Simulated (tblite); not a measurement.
# Run report: C5H11OS, geometry relaxation (part 1 of 2)

C5H11OS, multiplicity 2, SMILES [CH2]SC(C)(C)OC, computed with GFN2-xTB geometry optimisation, gas phase (tblite 0.8.0).

It belongs to a series of runs on one base structure; here: H removed from sp3 C.

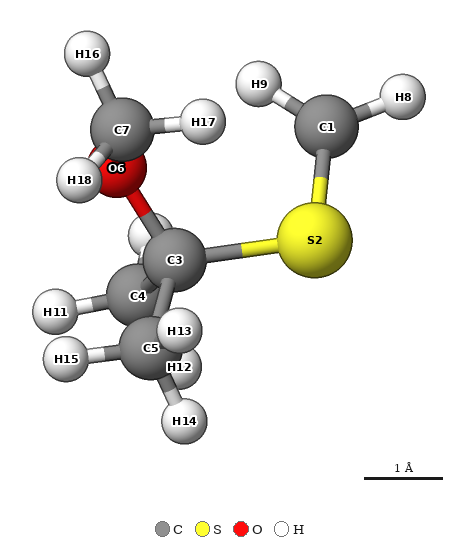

The input geometry (ball-and-stick view, seen at a tilt; atoms are numbered from 1 in the order of the input). Bond lengths as drawn: C–C 1.54 Å, C–H 1.08 to 1.11 Å, C–O 1.43 Å and C–S 1.73 to 1.82 Å.

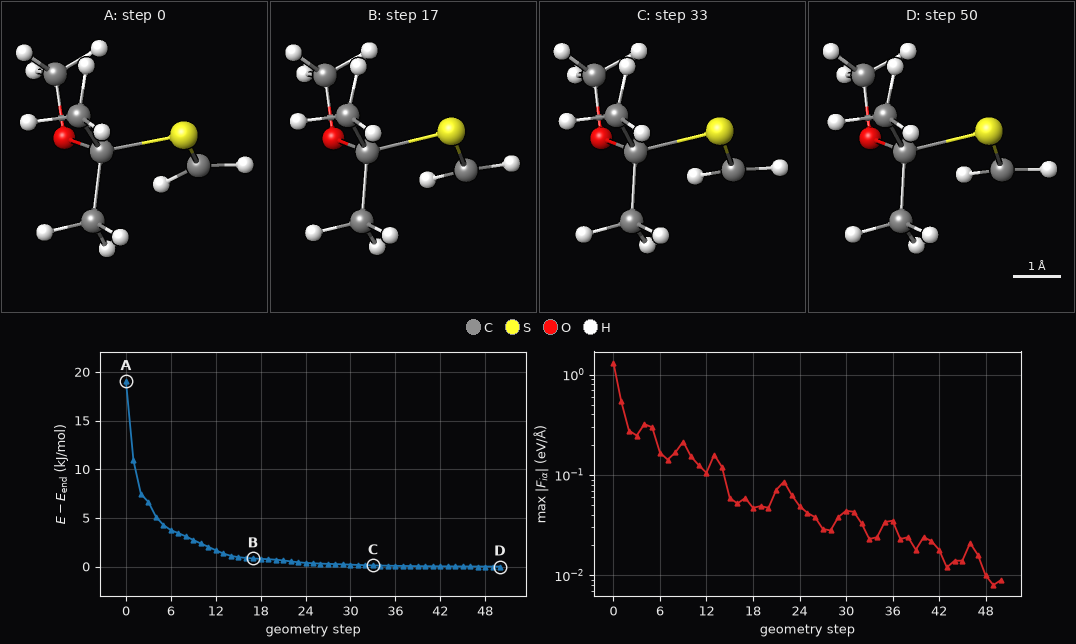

Frames of the relaxation (ball-and-stick view, seen at a tilt) above the curves, on which the letters mark them (steps are counted from 0).

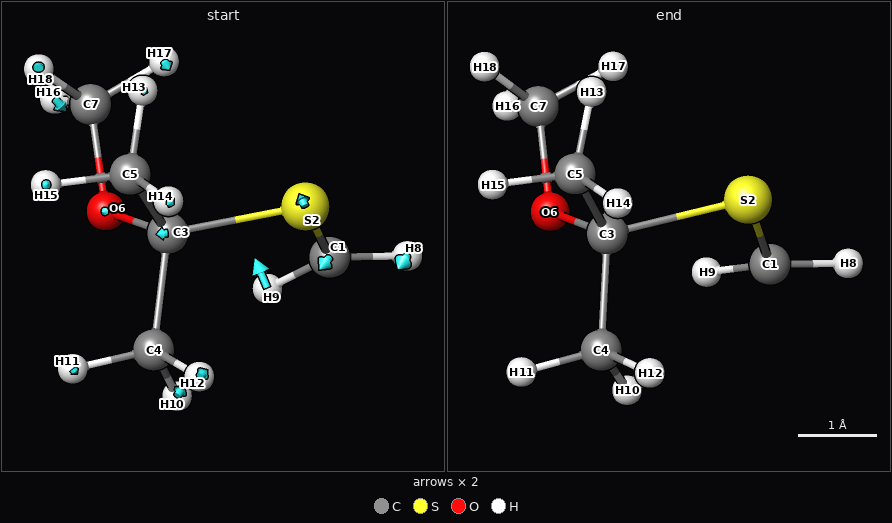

Before (left) and after (right) the relaxation, at one scale (ball-and-stick view, seen at a tilt). The teal arrows give the displacements, magnified 2 times. Over 50 geometry steps the energy falls by 19.1 kJ/mol. The largest force component goes from 1.3 to 0.009 eV/Å. The largest move after the best rigid fit is that of H9, 0.23 Å. Largest moves by element: H 0.23 Å, C 0.14 Å, S 0.11 Å, O 0.04 Å. Distances before and after: S2–C3 1.824 → 1.892 Å, C3–O6 1.433 → 1.391 Å, C1–S2 1.732 → 1.699 Å, C4–H12 1.109 → 1.086 Å. Among the angles that change: S2–C3–O6 113.9° → 109.5°, C4–C3–C5 107.9° → 111.7°, S2–C1–H8 119.6° → 115.9°. (Atoms are counted from 1 in the order of the input.)

The input that produced these results follows, with the program's output.

## The input
```
{"job": {"kind": "relax", "xc": "GFN2-xTB", "basis": "xTB"}, "charge": 0, "multiplicity": 2}
C      1.674200    -1.933600     0.279300
S      0.435600    -1.167100     1.216500
C     -0.401200    -0.111100    -0.013200
C     -1.239400    -1.006500    -0.948000
C     -1.370100     0.833800     0.731700
O      0.496800     0.598200    -0.875500
C      1.220600     1.674200    -0.283500
H      2.316300    -2.667000     0.741900
H      1.829200    -1.665200    -0.757100
H     -0.607900    -1.683700    -1.527800
H     -1.793300    -0.409900    -1.670600
H     -1.971300    -1.621100    -0.386000
H     -0.852900     1.459700     1.470300
H     -2.154600     0.286100     1.247400
H     -1.852200     1.533300     0.021400
H      1.976600     2.002900    -0.982000
H      1.729200     1.370100     0.642000
H      0.555700     2.513100    -0.085200
```

The first line tells a small driver script what to run in tblite; the rest is the geometry in Å.

Command:
```bash
OMP_NUM_THREADS=1 python <driver script> task.json out
```

## Output
```
step      E/eV     max force
  0    -640.66091    1.800
  1    -640.74539    0.881
  2    -640.78113    0.347
  3    -640.78965    0.307
  4    -640.80519    0.387
  5    -640.81409    0.333
  6    -640.81961    0.167
  7    -640.82272    0.143
  8    -640.82625    0.213
  9    -640.83006    0.250
 10    -640.83381    0.165
 11    -640.83731    0.137
 12    -640.84101    0.145
 13    -640.84443    0.200
 14    -640.84695    0.137
 15    -640.84838    0.071
 16    -640.84916    0.062
 17    -640.84975    0.084
 18    -640.85017    0.060
 19    -640.85054    0.051
 20    -640.85105    0.049
 21    -640.85184    0.104
 22    -640.85285    0.127
 23    -640.85377    0.093
 24    -640.85443    0.050
 25    -640.85487    0.044
 26    -640.85522    0.052
 27    -640.85551    0.039
 28    -640.85576    0.032
 29    -640.85602    0.042
 30    -640.85632    0.060
 31    -640.85665    0.057
 32    -640.85695    0.038
 33    -640.85716    0.028
 34    -640.85732    0.029
 35    -640.85747    0.042
 36    -640.85761    0.041
 37    -640.85773    0.027
 38    -640.85784    0.028
 39    -640.85793    0.022
 40    -640.85800    0.028
 41    -640.85806    0.025
 42    -640.85812    0.021
 43    -640.85816    0.016
 44    -640.85820    0.014
 45    -640.85824    0.016
 46    -640.85829    0.024
 47    -640.85833    0.021
 48    -640.85836    0.011
 49    -640.85837    0.010
 50    -640.85838    0.010
```

## Trajectory as extended XYZ (Å, eV, eV/Å), 27 of the 51 frames kept, from step=0 to step=50
```
18
Properties=species:S:1:pos:R:3:forces:R:3 step=0 energy=-640.66091
C     1.6742   -1.9336    0.2793   -0.2150   0.1190  -0.0630
S     0.4356   -1.1671    1.2165    1.0300  -0.4870  -0.0670
C    -0.4012   -0.1111   -0.0132   -0.8560   0.8840  -1.3140
C    -1.2394   -1.0065   -0.9480   -0.2110  -0.4900   0.0500
C    -1.3701    0.8338    0.7317    0.1600   0.5860  -0.0470
O     0.4968    0.5982   -0.8755   -0.0190  -0.2360   0.9130
C     1.2206    1.6742   -0.2835   -0.2670  -0.4000   0.1700
H     2.3163   -2.6670    0.7419   -0.3580   0.3130   0.0390
H     1.8292   -1.6652   -0.7571   -0.1930   0.0580   0.4390
H    -0.6079   -1.6837   -1.5278    0.0690   0.1090   0.2200
H    -1.7933   -0.4099   -1.6706    0.0710   0.1700   0.1290
H    -1.9713   -1.6211   -0.3860    0.5360   0.4210  -0.1490
H    -0.8529    1.4597    1.4703   -0.0220  -0.3270  -0.1090
H    -2.1546    0.2861    1.2474    0.1570  -0.1460  -0.0730
H    -1.8522    1.5333    0.0214    0.2690  -0.4970   0.1780
H     1.9766    2.0029   -0.9820    0.0930  -0.1430  -0.3550
H     1.7292    1.3701    0.6420   -0.1820  -0.0590  -0.0760
H     0.5557    2.5131   -0.0852   -0.0640   0.1250   0.1150
18
Properties=species:S:1:pos:R:3:forces:R:3 step=2 energy=-640.78113
C     1.6693   -1.9324    0.2768   -0.0220  -0.0580  -0.0980
S     0.4663   -1.1785    1.2140    0.0470   0.1690   0.0240
C    -0.4287   -0.0845   -0.0491   -0.1130   0.0100   0.0530
C    -1.2442   -1.0140   -0.9524    0.0590   0.1720  -0.1320
C    -1.3680    0.8451    0.7304    0.0150  -0.0610  -0.0140
O     0.4962    0.5881   -0.8503    0.0580  -0.0780  -0.0400
C     1.2138    1.6661   -0.2792   -0.0310   0.0330   0.0410
H     2.3032   -2.6557    0.7439   -0.0990   0.0500   0.1210
H     1.8223   -1.6614   -0.7445   -0.0750   0.1540  -0.0390
H    -0.6036   -1.6812   -1.5203    0.1550  -0.0070   0.0780
H    -1.7911   -0.4054   -1.6659   -0.0790   0.0760  -0.0800
H    -1.9556   -1.6094   -0.3868    0.1120   0.0680   0.1380
H    -0.8504    1.4498    1.4693    0.1460  -0.1180   0.0500
H    -2.1457    0.2822    1.2429    0.1470  -0.1010  -0.0650
H    -1.8454    1.5199    0.0245   -0.0560   0.0260  -0.0930
H     1.9752    1.9942   -0.9922   -0.1910  -0.2770  -0.0840
H     1.7231    1.3673    0.6415   -0.0790  -0.0550   0.0740
H     0.5544    2.5161   -0.0809    0.0060  -0.0030   0.0660
18
Properties=species:S:1:pos:R:3:forces:R:3 step=4 energy=-640.80519
C     1.6642   -1.9359    0.2696   -0.1410  -0.0100  -0.0160
S     0.4788   -1.1686    1.2149   -0.1370   0.2240   0.0110
C    -0.4415   -0.0764   -0.0567    0.3210  -0.1650   0.1410
C    -1.2425   -1.0056   -0.9621    0.0100   0.0110   0.0340
C    -1.3664    0.8462    0.7283    0.0090   0.0210  -0.0370
O     0.4997    0.5802   -0.8449   -0.0250   0.0750  -0.1050
C     1.2088    1.6640   -0.2747   -0.0280  -0.0810   0.0130
H     2.2922   -2.6489    0.7539    0.0070  -0.0200   0.0700
H     1.8149   -1.6479   -0.7447    0.0070   0.1280  -0.1120
H    -0.5907   -1.6800   -1.5119    0.0650   0.0800   0.0290
H    -1.7964   -0.3984   -1.6712   -0.0450  -0.0030  -0.1080
H    -1.9414   -1.5997   -0.3777    0.0520   0.0520   0.0340
H    -0.8386    1.4374    1.4722    0.0790  -0.0760  -0.0100
H    -2.1327    0.2725    1.2372    0.0070  -0.1120   0.0130
H    -1.8473    1.5174    0.0195   -0.0530   0.0690   0.0100
H     1.9609    1.9706   -1.0022   -0.0800  -0.1470  -0.0450
H     1.7151    1.3624    0.6469   -0.0370  -0.0210   0.0570
H     0.5542    2.5170   -0.0746   -0.0110  -0.0240   0.0200
18
Properties=species:S:1:pos:R:3:forces:R:3 step=6 energy=-640.81961
C     1.6521   -1.9392    0.2631   -0.1670   0.0000   0.0080
S     0.4818   -1.1495    1.2159   -0.0400   0.0910  -0.0080
C    -0.4361   -0.0780   -0.0560    0.1190  -0.0270  -0.0050
C    -1.2399   -0.9984   -0.9674    0.0290  -0.0430   0.0870
C    -1.3642    0.8468    0.7249    0.0310  -0.0410  -0.0090
O     0.5006    0.5783   -0.8465   -0.0610   0.0740  -0.0670
C     1.2037    1.6584   -0.2707    0.0100  -0.0540  -0.0190
H     2.2833   -2.6435    0.7642   -0.0400   0.0710  -0.0550
H     1.8097   -1.6311   -0.7491    0.0330   0.0480   0.0540
H    -0.5777   -1.6743   -1.5043   -0.0130   0.0910  -0.0300
H    -1.8017   -0.3942   -1.6800    0.0810  -0.0960   0.0190
H    -1.9283   -1.5897   -0.3691   -0.0190   0.0060  -0.0290
H    -0.8258    1.4239    1.4735   -0.0070  -0.0210  -0.0450
H    -2.1220    0.2595    1.2333   -0.0080  -0.0380   0.0060
H    -1.8511    1.5190    0.0170    0.0170   0.0150   0.1070
H     1.9463    1.9452   -1.0120    0.0480  -0.0050   0.0030
H     1.7070    1.3574    0.6539   -0.0130  -0.0160   0.0060
H     0.5535    2.5158   -0.0690    0.0000  -0.0540  -0.0220
18
Properties=species:S:1:pos:R:3:forces:R:3 step=8 energy=-640.82625
C     1.6362   -1.9411    0.2607   -0.1070  -0.0390  -0.0280
S     0.4796   -1.1354    1.2163    0.0600   0.0100   0.0390
C    -0.4270   -0.0806   -0.0549   -0.1680   0.1020  -0.0830
C    -1.2363   -0.9977   -0.9640    0.0320  -0.0240   0.0080
C    -1.3614    0.8433    0.7234    0.0050  -0.0440   0.0350
O     0.4971    0.5824   -0.8530   -0.0190  -0.0100  -0.0280
C     1.2030    1.6536   -0.2708    0.0340   0.0250  -0.0360
H     2.2771   -2.6365    0.7643   -0.0630   0.0920  -0.0600
H     1.8101   -1.6211   -0.7471    0.0160   0.0430   0.1040
H    -0.5733   -1.6665   -1.5040    0.0210  -0.0090  -0.0470
H    -1.7981   -0.3992   -1.6820    0.0850  -0.0510   0.0590
H    -1.9254   -1.5864   -0.3672   -0.0330  -0.0430  -0.0020
H    -0.8212    1.4177    1.4713   -0.0090   0.0030   0.0020
H    -2.1183    0.2521    1.2321    0.0280  -0.0050  -0.0140
H    -1.8517    1.5211    0.0232    0.0330  -0.0210   0.0790
H     1.9442    1.9353   -1.0150    0.0840   0.0400   0.0300
H     1.7031    1.3542    0.6569   -0.0120  -0.0410  -0.0330
H     0.5534    2.5114   -0.0685    0.0140  -0.0290  -0.0270
18
Properties=species:S:1:pos:R:3:forces:R:3 step=10 energy=-640.83381
C     1.6074   -1.9465    0.2558   -0.0510  -0.0840  -0.0560
S     0.4809   -1.1164    1.2200    0.0610   0.0120   0.0590
C    -0.4259   -0.0770   -0.0596   -0.1530   0.0580  -0.0180
C    -1.2303   -1.0001   -0.9591   -0.0090  -0.0410  -0.0760
C    -1.3581    0.8373    0.7241   -0.0450   0.0460   0.0560
O     0.4911    0.5871   -0.8628    0.0230  -0.0510   0.0050
C     1.2044    1.6486   -0.2738    0.0230   0.0450  -0.0430
H     2.2654   -2.6216    0.7604   -0.0100   0.0130   0.0110
H     1.8120   -1.6046   -0.7376    0.0010   0.0880   0.0350
H    -0.5659   -1.6578   -1.5068    0.0640  -0.1170  -0.0150
H    -1.7879   -0.4088   -1.6809   -0.0160   0.0530  -0.0050
H    -1.9237   -1.5856   -0.3655   -0.0010  -0.0840   0.0110
H    -0.8160    1.4101    1.4692    0.0170   0.0160   0.0840
H    -2.1122    0.2418    1.2301    0.0150  -0.0110   0.0140
H    -1.8503    1.5224    0.0369   -0.0280   0.0170  -0.0110
H     1.9484    1.9264   -1.0163    0.0900   0.0650   0.0490
H     1.6973    1.3468    0.6578   -0.0080  -0.0630  -0.0680
H     0.5544    2.5043   -0.0702    0.0270   0.0360  -0.0310
18
Properties=species:S:1:pos:R:3:forces:R:3 step=12 energy=-640.84101
C     1.5756   -1.9578    0.2474   -0.0250  -0.0740  -0.0360
S     0.4870   -1.0975    1.2268    0.0060   0.0310  -0.0190
C    -0.4335   -0.0700   -0.0657    0.0970  -0.0790   0.0730
C    -1.2257   -1.0062   -0.9594   -0.0280  -0.0250  -0.0520
C    -1.3582    0.8360    0.7285   -0.0380   0.0850   0.0100
O     0.4866    0.5884   -0.8709    0.0110  -0.0070   0.0170
C     1.2069    1.6459   -0.2796   -0.0130  -0.0100  -0.0230
H     2.2537   -2.6067    0.7576    0.0310  -0.0570   0.0470
H     1.8138   -1.5820   -0.7260   -0.0070   0.1050  -0.0160
H    -0.5547   -1.6577   -1.5099    0.0210  -0.0990   0.0580
H    -1.7797   -0.4141   -1.6806   -0.0870   0.0570  -0.0670
H    -1.9212   -1.5906   -0.3640    0.0570  -0.0740  -0.0410
H    -0.8101    1.4037    1.4734    0.0000   0.0030   0.0910
H    -2.1058    0.2311    1.2298   -0.0280   0.0010   0.0550
H    -1.8514    1.5251    0.0494   -0.0910   0.0710  -0.0420
H     1.9594    1.9229   -1.0142    0.0500   0.0500   0.0390
H     1.6911    1.3352    0.6534    0.0040  -0.0480  -0.0580
H     0.5573    2.5006   -0.0741    0.0390   0.0710  -0.0360
18
Properties=species:S:1:pos:R:3:forces:R:3 step=13 energy=-640.84443
C     1.5625   -1.9649    0.2428   -0.0040  -0.0440  -0.0160
S     0.4903   -1.0902    1.2296   -0.0090   0.0160  -0.0610
C    -0.4366   -0.0682   -0.0667    0.1590  -0.0960   0.0750
C    -1.2247   -1.0098   -0.9614   -0.0140   0.0080  -0.0110
C    -1.3596    0.8378    0.7313   -0.0120   0.0520  -0.0230
O     0.4853    0.5882   -0.8735   -0.0050   0.0210   0.0100
C     1.2081    1.6455   -0.2831   -0.0200  -0.0290  -0.0050
H     2.2499   -2.6021    0.7571    0.0190  -0.0590   0.0330
H     1.8145   -1.5703   -0.7209   -0.0110   0.0840  -0.0070
H    -0.5497   -1.6616   -1.5102   -0.0200  -0.0480   0.0850
H    -1.7783   -0.4145   -1.6816   -0.0760   0.0110  -0.0590
H    -1.9194   -1.5959   -0.3648    0.0750  -0.0500  -0.0690
H    -0.8082    1.4020    1.4781   -0.0280  -0.0110   0.0540
H    -2.1041    0.2275    1.2313   -0.0320   0.0260   0.0540
H    -1.8541    1.5280    0.0533   -0.0860   0.0650  -0.0160
H     1.9667    1.9247   -1.0114    0.0130   0.0210   0.0220
H     1.6890    1.3289    0.6492    0.0080  -0.0290  -0.0320
H     0.5598    2.5013   -0.0772    0.0440   0.0620  -0.0340
18
Properties=species:S:1:pos:R:3:forces:R:3 step=15 energy=-640.84838
C     1.5561   -1.9724    0.2390    0.0120  -0.0020  -0.0040
S     0.4926   -1.0875    1.2289   -0.0020  -0.0210  -0.0410
C    -0.4349   -0.0704   -0.0639    0.0320   0.0060  -0.0080
C    -1.2248   -1.0119   -0.9641    0.0200   0.0370   0.0290
C    -1.3619    0.8415    0.7329    0.0160  -0.0250  -0.0270
O     0.4848    0.5883   -0.8745   -0.0130   0.0310  -0.0100
C     1.2089    1.6458   -0.2863    0.0010  -0.0090   0.0130
H     2.2494   -2.6032    0.7576   -0.0180  -0.0260  -0.0090
H     1.8148   -1.5597   -0.7172   -0.0010   0.0350   0.0210
H    -0.5484   -1.6691   -1.5067   -0.0340   0.0190   0.0590
H    -1.7813   -0.4141   -1.6841   -0.0040  -0.0570   0.0010
H    -1.9158   -1.6042   -0.3694    0.0450  -0.0140  -0.0490
H    -0.8101    1.4022    1.4847   -0.0520  -0.0190  -0.0150
H    -2.1055    0.2288    1.2354   -0.0060   0.0550   0.0130
H    -1.8602    1.5328    0.0548   -0.0160  -0.0020   0.0410
H     1.9739    1.9302   -1.0069   -0.0250  -0.0280  -0.0110
H     1.6891    1.3234    0.6434    0.0060  -0.0020   0.0150
H     0.5644    2.5058   -0.0819    0.0400   0.0220  -0.0170
18
Properties=species:S:1:pos:R:3:forces:R:3 step=17 energy=-640.84975
C     1.5540   -1.9750    0.2372    0.0180   0.0120  -0.0100
S     0.4930   -1.0870    1.2266    0.0000  -0.0290   0.0060
C    -0.4323   -0.0707   -0.0633   -0.0590   0.0510  -0.0320
C    -1.2234   -1.0104   -0.9633    0.0100   0.0030   0.0050
C    -1.3617    0.8411    0.7319   -0.0060  -0.0140   0.0090
O     0.4839    0.5904   -0.8759   -0.0050   0.0160  -0.0080
C     1.2092    1.6453   -0.2866    0.0180   0.0160   0.0070
H     2.2477   -2.6048    0.7573   -0.0240  -0.0180  -0.0230
H     1.8149   -1.5534   -0.7148    0.0140   0.0130   0.0170
H    -0.5492   -1.6701   -1.5022    0.0200   0.0050   0.0060
H    -1.7824   -0.4174   -1.6852    0.0100  -0.0360   0.0080
H    -1.9119   -1.6076   -0.3733   -0.0010  -0.0130   0.0120
H    -0.8132    1.4007    1.4860   -0.0180   0.0040  -0.0090
H    -2.1060    0.2318    1.2373   -0.0060   0.0220  -0.0040
H    -1.8632    1.5344    0.0578    0.0080  -0.0180   0.0220
H     1.9746    1.9294   -1.0064   -0.0060  -0.0320  -0.0210
H     1.6892    1.3212    0.6427    0.0000   0.0040   0.0180
H     0.5683    2.5084   -0.0842    0.0270   0.0130   0.0000
18
Properties=species:S:1:pos:R:3:forces:R:3 step=19 energy=-640.85054
C     1.5516   -1.9763    0.2350    0.0080   0.0220  -0.0010
S     0.4934   -1.0870    1.2256   -0.0230  -0.0060   0.0080
C    -0.4337   -0.0677   -0.0653   -0.0180   0.0030   0.0050
C    -1.2220   -1.0100   -0.9624   -0.0080  -0.0320  -0.0110
C    -1.3621    0.8404    0.7321   -0.0220   0.0190   0.0210
O     0.4824    0.5930   -0.8774   -0.0150   0.0130   0.0080
C     1.2104    1.6453   -0.2865    0.0110   0.0080  -0.0030
H     2.2442   -2.6063    0.7556   -0.0130  -0.0300  -0.0220
H     1.8161   -1.5469   -0.7118    0.0280   0.0100  -0.0110
H    -0.5474   -1.6701   -1.4990    0.0490  -0.0030  -0.0150
H    -1.7823   -0.4221   -1.6858   -0.0060  -0.0090  -0.0160
H    -1.9089   -1.6104   -0.3747   -0.0120  -0.0060   0.0400
H    -0.8157    1.3995    1.4865    0.0170   0.0220   0.0120
H    -2.1065    0.2340    1.2384   -0.0220  -0.0200   0.0020
H    -1.8648    1.5347    0.0618   -0.0060   0.0080  -0.0140
H     1.9751    1.9261   -1.0077    0.0160  -0.0240  -0.0190
H     1.6887    1.3195    0.6433   -0.0030   0.0080   0.0060
H     0.5726    2.5108   -0.0858    0.0180   0.0160   0.0100
18
Properties=species:S:1:pos:R:3:forces:R:3 step=21 energy=-640.85184
C     1.5492   -1.9759    0.2315   -0.0040   0.0360   0.0100
S     0.4918   -1.0884    1.2245   -0.0380   0.0240  -0.0140
C    -0.4382   -0.0626   -0.0679    0.0500  -0.0710   0.0580
C    -1.2203   -1.0124   -0.9621   -0.0140  -0.0360  -0.0060
C    -1.3649    0.8411    0.7343   -0.0220   0.0350   0.0070
O     0.4783    0.5986   -0.8787   -0.0370   0.0020   0.0350
C     1.2136    1.6464   -0.2867   -0.0140  -0.0180  -0.0140
H     2.2372   -2.6123    0.7502   -0.0110  -0.0320  -0.0220
H     1.8210   -1.5356   -0.7080    0.0380   0.0050  -0.0270
H    -0.5398   -1.6705   -1.4949    0.0320   0.0090  -0.0070
H    -1.7828   -0.4309   -1.6882   -0.0160  -0.0020  -0.0290
H    -1.9050   -1.6158   -0.3733    0.0080   0.0150   0.0280
H    -0.8183    1.4000    1.4886    0.0290   0.0200   0.0160
H    -2.1098    0.2359    1.2403   -0.0230  -0.0440   0.0090
H    -1.8682    1.5360    0.0667   -0.0240   0.0370  -0.0370
H     1.9777    1.9184   -1.0117    0.0330  -0.0100   0.0050
H     1.6878    1.3176    0.6448    0.0000   0.0130  -0.0210
H     0.5820    2.5166   -0.0875    0.0130   0.0160   0.0110
```
